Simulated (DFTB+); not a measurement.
Run report: C2H6Cl2OSi2, geometry relaxation (part 3 of 3)

Continued. System: C2H6Cl2OSi2, SMILES C=C[SiH](Cl)[SiH](O)Cl. Method: GFN1-xTB, R-SCC, dispersion built in (DFTB+ 25.1). The geometry: force field. The settings are looser than a standard set-up, so the numbers are not reference values.

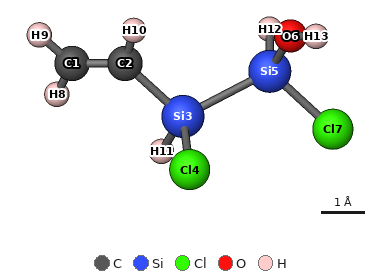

Fig. 1: The geometry at step 10 of the log (ball-and-stick view, seen at a tilt; atoms are numbered from 1 in the order of the input).

### Trajectory as extended XYZ, continued
```
13
Properties=species:S:1:pos:R:3 step=2 energy=-668.14885
C    -1.7173   -2.1179   -0.4584
C    -1.1438   -1.0623    0.1233
Si    0.6462   -0.5683   -0.0301
Cl    1.4823   -1.1738    1.7278
Si    0.8890    1.7358   -0.3104
O     0.2318    2.5915    0.9183
Cl    2.8696    2.2679   -0.2884
H    -1.1581   -2.7507   -1.1673
H    -2.7560   -2.3034   -0.2822
H    -1.7215   -0.4406    0.8127
H     1.2801   -1.3466   -1.0913
H     0.3179    2.2142   -1.5644
H     0.8003    2.9194    1.6252
13
Properties=species:S:1:pos:R:3 step=3 energy=-668.19013
C    -1.7218   -2.1100   -0.4594
C    -1.1417   -1.0622    0.1230
Si    0.6691   -0.5699   -0.0196
Cl    1.4821   -1.1719    1.7213
Si    0.8944    1.7424   -0.3114
O     0.2427    2.5873    0.9157
Cl    2.8675    2.2652   -0.2931
H    -1.1668   -2.7485   -1.1612
H    -2.7586   -2.3150   -0.2867
H    -1.7298   -0.4464    0.8103
H     1.2778   -1.3491   -1.0903
H     0.3174    2.2196   -1.5616
H     0.7881    2.9238    1.6278
13
Properties=species:S:1:pos:R:3 step=4 energy=-668.22727
C    -1.7243   -2.1023   -0.4637
C    -1.1344   -1.0590    0.1234
Si    0.6906   -0.5688   -0.0114
Cl    1.4865   -1.1721    1.7200
Si    0.9017    1.7452   -0.3173
O     0.2547    2.5837    0.9146
Cl    2.8689    2.2626   -0.3006
H    -1.1798   -2.7447   -1.1522
H    -2.7652   -2.3311   -0.2922
H    -1.7412   -0.4542    0.8070
H     1.2755   -1.3536   -1.0897
H     0.3164    2.2279   -1.5574
H     0.7709    2.9316    1.6341
13
Properties=species:S:1:pos:R:3 step=5 energy=-668.26057
C    -1.7268   -2.0923   -0.4675
C    -1.1257   -1.0555    0.1234
Si    0.7069   -0.5650   -0.0075
Cl    1.4964   -1.1749    1.7259
Si    0.9101    1.7443   -0.3263
O     0.2671    2.5798    0.9136
Cl    2.8753    2.2604   -0.3111
H    -1.1942   -2.7416   -1.1434
H    -2.7723   -2.3489   -0.2985
H    -1.7539   -0.4631    0.8029
H     1.2735   -1.3601   -1.0893
H     0.3147    2.2390   -1.5525
H     0.7495    2.9432    1.6450
13
Properties=species:S:1:pos:R:3 step=6 energy=-668.29033
C    -1.7316   -2.0816   -0.4697
C    -1.1182   -1.0514    0.1237
Si    0.7171   -0.5604   -0.0066
Cl    1.5113   -1.1798    1.7371
Si    0.9197    1.7412   -0.3363
O     0.2806    2.5749    0.9117
Cl    2.8871    2.2588   -0.3252
H    -1.2084   -2.7405   -1.1368
H    -2.7775   -2.3661   -0.3053
H    -1.7665   -0.4729    0.7978
H     1.2719   -1.3688   -1.0888
H     0.3120    2.2531   -1.5473
H     0.7230    2.9587    1.6604
13
Properties=species:S:1:pos:R:3 step=7 energy=-668.31367
C    -1.7369   -2.0748   -0.4700
C    -1.1165   -1.0489    0.1242
Si    0.7183   -0.5584   -0.0069
Cl    1.5264   -1.1843    1.7479
Si    0.9288    1.7382   -0.3433
O     0.2931    2.5707    0.9104
Cl    2.9012    2.2580   -0.3399
H    -1.2177   -2.7420   -1.1352
H    -2.7787   -2.3762   -0.3102
H    -1.7746   -0.4799    0.7935
H     1.2710   -1.3772   -1.0878
H     0.3092    2.2666   -1.5431
H     0.6968    2.9733    1.6749
13
Properties=species:S:1:pos:R:3 step=8 energy=-668.34015
C    -1.7424   -2.0720   -0.4698
C    -1.1205   -1.0479    0.1248
Si    0.7127   -0.5603   -0.0064
Cl    1.5441   -1.1886    1.7583
Si    0.9404    1.7363   -0.3483
O     0.3086    2.5661    0.9096
Cl    2.9201    2.2572   -0.3593
H    -1.2245   -2.7454   -1.1376
H    -2.7767   -2.3810   -0.3138
H    -1.7807   -0.4849    0.7899
H     1.2703   -1.3873   -1.0853
H     0.3058    2.2829   -1.5385
H     0.6635    2.9902    1.6911
13
Properties=species:S:1:pos:R:3 step=9 energy=-668.37067
C    -1.7466   -2.0750   -0.4704
C    -1.1304   -1.0496    0.1250
Si    0.7018   -0.5671   -0.0035
Cl    1.5633   -1.1917    1.7653
Si    0.9555    1.7367   -0.3509
O     0.3282    2.5614    0.9102
Cl    2.9429    2.2558   -0.3847
H    -1.2287   -2.7505   -1.1440
H    -2.7731   -2.3801   -0.3157
H    -1.7854   -0.4866    0.7879
H     1.2693   -1.3990   -1.0801
H     0.3025    2.3018   -1.5323
H     0.6212    3.0090    1.7079
13
Properties=species:S:1:pos:R:3 step=10 energy=-668.40425
C    -1.7476   -2.0838   -0.4725
C    -1.1438   -1.0542    0.1245
Si    0.6901   -0.5780    0.0028
Cl    1.5803   -1.1922    1.7652
Si    0.9730    1.7402   -0.3504
O     0.3506    2.5578    0.9132
Cl    2.9655    2.2533   -0.4139
H    -1.2295   -2.7560   -1.1536
H    -2.7704   -2.3740   -0.3154
H    -1.7894   -0.4844    0.7887
H     1.2674   -1.4109   -1.0719
H     0.3006    2.3208   -1.5240
H     0.5737    3.0266    1.7221
13
Properties=species:S:1:pos:R:3 step=11 energy=-668.43993
C    -1.7456   -2.0964   -0.4764
C    -1.1563   -1.0606    0.1240
Si    0.6834   -0.5900    0.0126
Cl    1.5924   -1.1896    1.7561
Si    0.9916    1.7461   -0.3475
O     0.3751    2.5558    0.9190
Cl    2.9842    2.2490   -0.4452
H    -1.2278   -2.7610   -1.1643
H    -2.7716   -2.3658   -0.3136
H    -1.7939   -0.4796    0.7916
H     1.2638   -1.4221   -1.0606
H     0.3015    2.3380   -1.5128
H     0.5239    3.0414    1.7318
13
Properties=species:S:1:pos:R:3 step=12 energy=-668.46733
C    -1.7432   -2.1060   -0.4806
C    -1.1616   -1.0659    0.1244
Si    0.6863   -0.5971    0.0226
Cl    1.5993   -1.1856    1.7426
Si    1.0077    1.7516   -0.3450
O     0.3990    2.5549    0.9259
Cl    2.9959    2.2431   -0.4742
H    -1.2268   -2.7639   -1.1718
H    -2.7776   -2.3618   -0.3127
H    -1.8003   -0.4768    0.7940
H     1.2587   -1.4317   -1.0486
H     0.3055    2.3515   -1.4992
H     0.4780    3.0527    1.7375
13
Properties=species:S:1:pos:R:3 step=13 energy=-668.48492
C    -1.7424   -2.1098   -0.4827
C    -1.1604   -1.0690    0.1257
Si    0.6920   -0.5966    0.0271
Cl    1.6038   -1.1827    1.7324
Si    1.0186    1.7537   -0.3436
O     0.4190    2.5552    0.9331
Cl    3.0020    2.2373   -0.4974
H    -1.2268   -2.7652   -1.1757
H    -2.7846   -2.3616   -0.3135
H    -1.8062   -0.4776    0.7941
H     1.2535   -1.4390   -1.0384
H     0.3112    2.3604   -1.4861
H     0.4414    3.0600    1.7398
13
Properties=species:S:1:pos:R:3 step=14 energy=-668.50346
C    -1.7433   -2.1111   -0.4839
C    -1.1562   -1.0723    0.1284
Si    0.6980   -0.5902    0.0278
Cl    1.6124   -1.1806    1.7239
Si    1.0314    1.7539   -0.3418
O     0.4478    2.5551    0.9425
Cl    3.0105    2.2287   -0.5301
H    -1.2284   -2.7661   -1.1789
H    -2.7930   -2.3635   -0.3164
H    -1.8138   -0.4823    0.7916
H     1.2461   -1.4499   -1.0252
H     0.3200    2.3723   -1.4671
H     0.3894    3.0709    1.7441
13
Properties=species:S:1:pos:R:3 step=15 energy=-668.50947
C    -1.7414   -2.1128   -0.4814
C    -1.1461   -1.0775    0.1330
Si    0.6994   -0.5715    0.0173
Cl    1.6104   -1.1761    1.7107
Si    1.0338    1.7507   -0.3322
O     0.4723    2.5625    0.9611
Cl    3.0053    2.2172   -0.5585
H    -1.2214   -2.7646   -1.1819
H    -2.8019   -2.3579   -0.3179
H    -1.8130   -0.4869    0.7887
H     1.2366   -1.4557   -1.0099
H     0.3380    2.3712   -1.4443
H     0.3489    3.0664    1.7302
13
Properties=species:S:1:pos:R:3 step=16 energy=-668.52029
C    -1.7450   -2.1124   -0.4818
C    -1.1446   -1.0815    0.1362
Si    0.6991   -0.5626    0.0147
Cl    1.6276   -1.1756    1.7080
Si    1.0512    1.7505   -0.3276
O     0.5136    2.5590    0.9701
Cl    3.0215    2.2057   -0.6047
H    -1.2260   -2.7654   -1.1846
H    -2.8060   -2.3596   -0.3236
H    -1.8204   -0.4959    0.7833
H     1.2279   -1.4721   -0.9949
H     0.3478    2.3901   -1.4211
H     0.2746    3.0847    1.7409
13
Properties=species:S:1:pos:R:3 step=17 energy=-668.53238
C    -1.7446   -2.1101   -0.4810
C    -1.1491   -1.0775    0.1332
Si    0.6942   -0.5702    0.0153
Cl    1.6192   -1.1776    1.7170
Si    1.0389    1.7511   -0.3291
O     0.4846    2.5578    0.9590
Cl    3.0129    2.2139   -0.5717
H    -1.2260   -2.7638   -1.1797
H    -2.7961   -2.3589   -0.3214
H    -1.8131   -0.4921    0.7855
H     1.2355   -1.4614   -1.0093
H     0.3379    2.3789   -1.4413
H     0.3270    3.0747    1.7384
13
Properties=species:S:1:pos:R:3 step=18 energy=-668.53551
C    -1.7444   -2.1099   -0.4804
C    -1.1485   -1.0785    0.1335
Si    0.6921   -0.5675    0.0134
Cl    1.6193   -1.1764    1.7158
Si    1.0396    1.7511   -0.3256
O     0.4905    2.5581    0.9620
Cl    3.0124    2.2106   -0.5786
H    -1.2255   -2.7627   -1.1789
H    -2.7946   -2.3568   -0.3225
H    -1.8116   -0.4939    0.7848
H     1.2337   -1.4629   -1.0076
H     0.3411    2.3791   -1.4378
H     0.3170    3.0745    1.7370
```

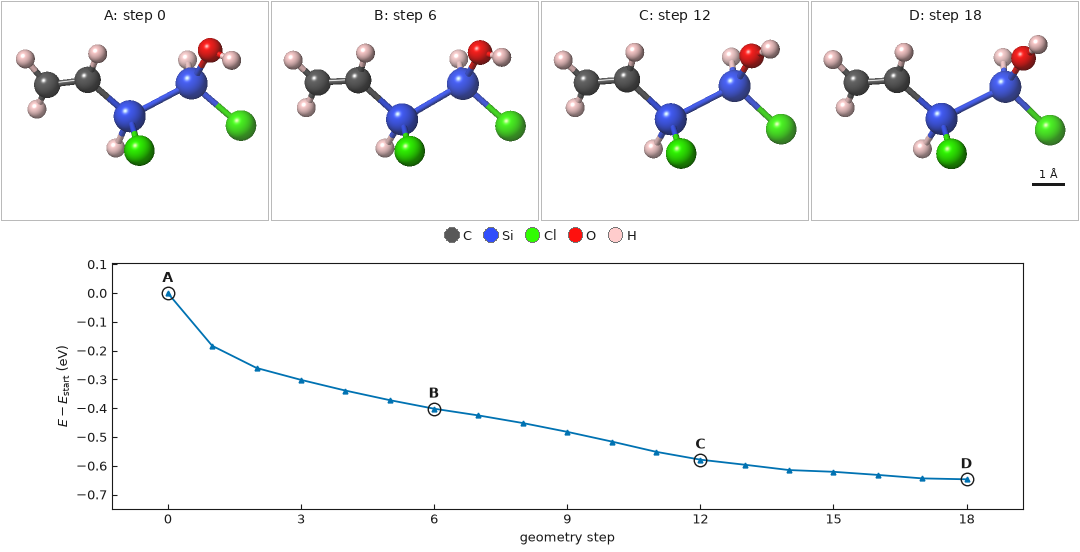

Fig. 2: Frames of the relaxation (ball-and-stick view, seen at a tilt) above the curves, on which the letters mark them (steps are counted from 0).

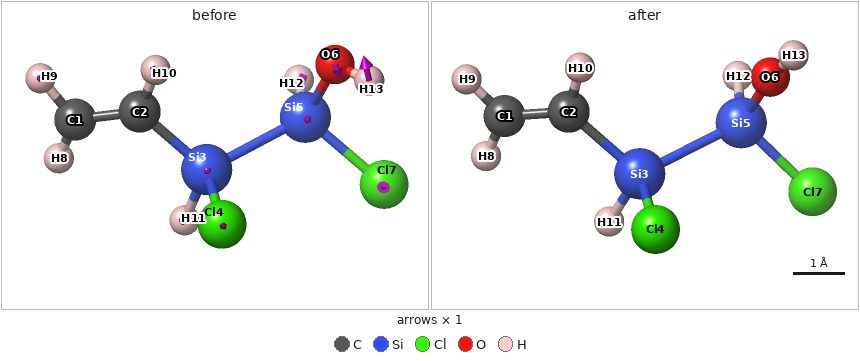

Fig. 3: Before (left) and after (right) the relaxation, at one scale (ball-and-stick view, seen at a tilt). The pink arrows give the displacements, at true length. H13 moves most after the best rigid fit: 0.53 Å. By element the largest moves are H 0.53 Å, Cl 0.33 Å, O 0.27 Å, Si 0.16 Å, C 0.07 Å. Distances before and after: C2–Si3 1.812 → 1.914 Å, Si5–O6 1.688 → 1.616 Å, Si3–Cl4 2.102 → 2.032 Å, Si3–Si5 2.308 → 2.369 Å. Among the angles that change: Si5–O6–H13 117.4° → 170.6°, C2–Si3–H11 111.6° → 103.7°, C2–C1–H9 114.8° → 122.4°. The energy falls by 0.647 eV in 18 geometry steps. (Atoms are counted from 1 in the order of the input.)

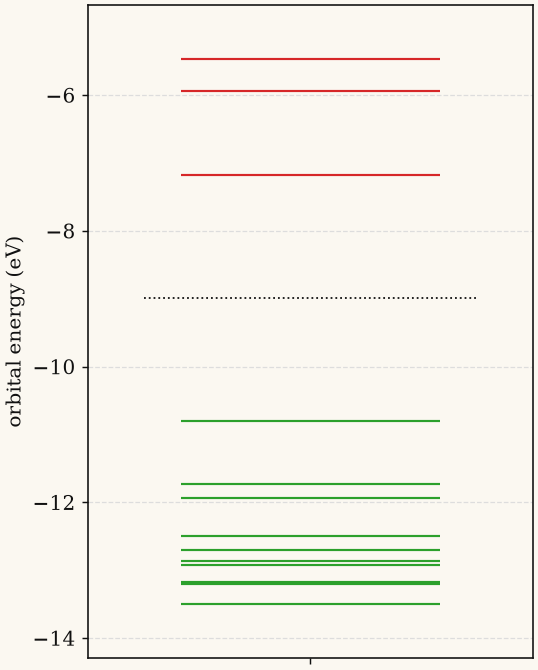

Fig. 4: Orbital energies near the frontier; the dotted line parts filled from empty levels, and levels within 0.02 eV of each other stand side by side. Highest filled −10.79 eV, lowest empty −7.17 eV, 3.62 eV apart.

This output came from the following input.

### The input (dftb_in.hsd)
```
Geometry = xyzFormat {
  <<< "mol.xyz"
}

Driver = GeometryOptimisation {
  Optimiser = Rational {}
  MaxSteps = 200
  Convergence = {
    GradElem = 0.003
  }
  AppendGeometries = Yes
}

Hamiltonian = xTB {
  Method = "GFN1-xTB"
  SCCTolerance = 1e-08
}

Analysis = {
  PrintForces = Yes
}

Options = {
  WriteResultsTag = Yes
}

InputVersion = 25.1
```

### File mol.xyz
```
13

C     -1.677500    -2.137800    -0.474600
C     -1.137100    -1.059900     0.122300
Si     0.595700    -0.561100    -0.051900
Cl     1.488500    -1.180200     1.747000
Si     0.882200     1.712700    -0.321900
O      0.221700     2.611300     0.945600
Cl     2.878700     2.273600    -0.282600
H     -1.155700    -2.744800    -1.165200
H     -2.773900    -2.289600    -0.271700
H     -1.711300    -0.429500     0.818600
H      1.284800    -1.345200    -1.094300
H      0.318800     2.207100    -1.567200
H      0.805600     2.908700     1.610700
```

Launched with:
```bash
dftb+ > dftb.out
```

### Summary

- outcome: converged
- Mermin free energy: −24.568227 hartree
- basis functions: 60
- largest force: 0.166 eV/Å
- HOMO: −10.79 eV
- LUMO: −7.17 eV
- dipole moment: 3.03 D
- hardware: 1 thread of Intel Xeon (Sapphire Rapids), 16 GiB of memory available, shared host
- wall time: 1.1 s
- peak memory: 0.071 GiB

### Notes

Settings chosen away from the usual ones: gtol. These settings are looser than, or depart from, a standard set-up, so the numbers are not reference values for this system.
